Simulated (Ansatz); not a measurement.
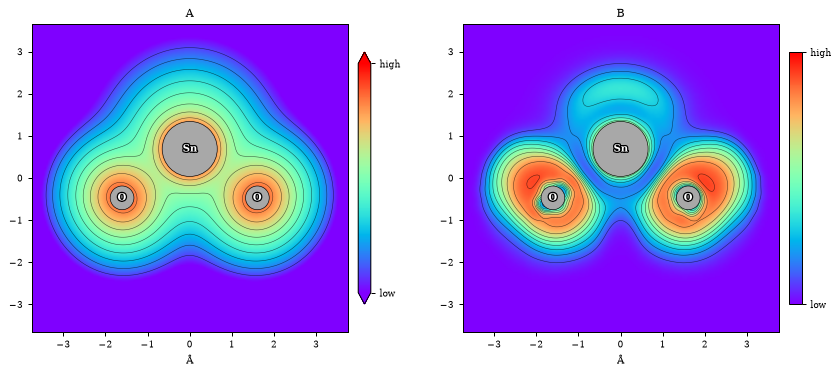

H4O2Sn: 2 fields on the plane of atoms O2, Sn1 and O6, with unlabelled colour scales. Grey discs cover the atomic cores.

Core potentials replace the inner electrons of Sn.

These are results of RKS LDA/def2-SVP in Ansatz 0.2.0, not measurements.

**Match the panels to the quantities (electron density and electron localisation function).**

Panel A: electron density. Panel B: electron localisation function. From the grid: Sn–O (1.98 Å): the density is about 0.73 e/Å³ at the midpoint; the ELF peaks at about 0.85 in the valence shell of O, 0.6 Å from its nucleus, and drops to about 0.15 between the two atoms.
